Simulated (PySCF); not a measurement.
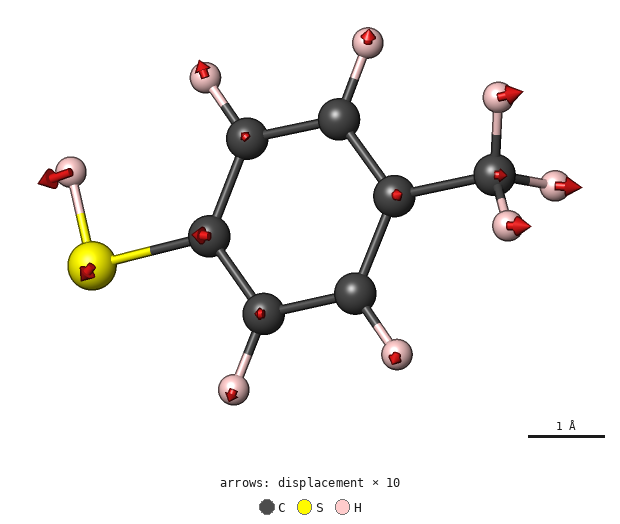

This is a relaxation of C₇H₈S. The starting structure is drawn; red arrows show the displacements, 10 times their true length. The two geometries are superimposed by the best rigid fit.

The picture is a ball-and-stick view, seen at a tilt.

The start comes from GFN2-xTB.

The calculation used PySCF 2.14.0, density-fitted response routines, PBE0-D3(BJ)/def2-SVP geometry optimisation, gas phase. 

Which element moves most?

Hydrogen: up to 0.056 Å, against 0.029 Å for sulfur.

Describe the change and its energy.

After 4 geometry steps the energy has fallen by 0.048 eV. The largest force component goes from 0.76 to 0.013 eV/Å. The largest move after the best rigid fit is that of an H atom, 0.056 Å. By element the largest moves are H 0.056 Å, S 0.029 Å, C 0.029 Å. Among the contacts that change: H–S 1.332 → 1.349 Å, C–H 1.081 → 1.094 Å, C–C 1.389 → 1.399 Å.
